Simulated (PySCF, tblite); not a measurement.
# C3H12FPSi3: geometry, infrared bands and NMR shifts

Aim: predict the infrared bands and NMR shifts of C3H12FPSi3 (`CC[C@@H]1[SiH2]P[SiH2][Si@@H]1F`).

The runs use tblite 0.8.0 and PySCF 2.14.0, with density-fitted response routines of our own; the level of theory stands in each step. All values are computed, except where a source is named. Atoms are numbered from 0 throughout.

### 1 Starting geometry

20 atoms, charge 0, multiplicity 1; geometry from: force field or distance geometry start.

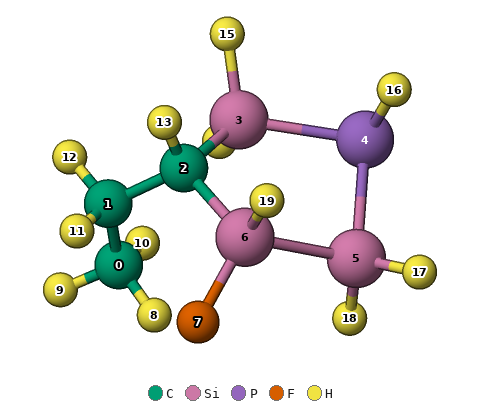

As it starts; carbon teal, silicon pink, phosphorus purple, fluorine orange, hydrogen yellow, atoms numbered; sticks join atoms by distance.

### 2 Relaxing the molecule with GFN2-xTB

The job: settings as JSON, then the geometry in Å.

```
{"job": {"kind": "relax", "xc": "GFN2-xTB", "basis": "xTB"}, "charge": 0, "multiplicity": 1}
C      2.059000    -0.865600     0.210700
C      1.747200     0.391000    -0.569900
C      0.306700     0.836200    -0.466300
Si    -0.211000     1.198000     1.237100
P     -2.272500     0.527400     1.593300
Si    -2.232700    -1.222700     0.198500
Si    -0.866700    -0.307400    -1.303600
F     -0.073700    -1.493800    -2.209000
H      1.461900    -1.733000    -0.139400
H      3.109800    -1.134700    -0.003600
H      1.965600    -0.769500     1.297500
H      2.010700     0.202400    -1.617400
H      2.433600     1.187300    -0.155200
H      0.283400     1.793600    -1.043500
H      0.612400     0.629000     2.299200
H     -0.217900     2.670500     1.438000
H     -3.203600     1.474900     0.955600
H     -3.537900    -1.459100    -0.387300
H     -1.661100    -2.392900     0.858400
H     -1.718100     0.479100    -2.196000
```

Launch:

```
> OMP_NUM_THREADS=1 python probes_run.py task.json out
```

This one command runs all jobs of the session in turn.

**Question.** This job is followed by: GFN2-xTB harmonic vibrations, gas phase; GIAO PBE0/pcSseg-1 NMR shielding, non-relativistic, gas phase. Predict these results of the whole session: strongest single infrared mode (GFN2-xTB); zero-point energy (GFN2-xTB); 13C shifts against TMS (PBE0/pcSseg-1); 1H shifts against TMS (PBE0/pcSseg-1, means over atoms taken as alike); 29Si shifts against TMS (PBE0/pcSseg-1); 31P shifts against H3PO4 (PBE0/pcSseg-1); 19F shifts against CFCl3 (PBE0/pcSseg-1).

**Answer**, as computed:

| quantity | value |
| --- | --- |
| strongest single infrared mode (GFN2-xTB) | 721 cm⁻¹, 584 km/mol |
| zero-point energy (GFN2-xTB) | 86.3 kcal/mol |
| 13C shifts against TMS (PBE0/pcSseg-1) | 25.1, 18.9, 17.0 ppm |
| 1H shifts against TMS (PBE0/pcSseg-1, means over atoms taken as alike) | 5.88, 4.55, 4.38, 4.10, 4.07, 2.21, 1.74, 1.55, 1.07, 0.64 ppm |
| 29Si shifts against TMS (PBE0/pcSseg-1) | 37.0, -36.1, -86.5 ppm |
| 31P shifts against H3PO4 (PBE0/pcSseg-1) | -351.2 ppm |
| 19F shifts against CFCl3 (PBE0/pcSseg-1) | -231.7 ppm |

What this shows: Relaxing lowered the energy by 0.904 eV in 141 steps; the close pair that moved most is C2–Si3, from 1.817 to 1.924 Å. No mode is imaginary among the 54: a minimum at this level. The strongest single mode, at 721 cm⁻¹, has its largest shares on C2, H15, H14 and Si3 (the list is cut at 4 atoms). GFN2-xTB is a fitted tight-binding method: band positions and strengths are rough. Its intensities can rank the bands wrongly. At PBE0/pcSseg-1: The largest span, 182 ppm, is at P4, where the paramagnetic term is -299 ppm.
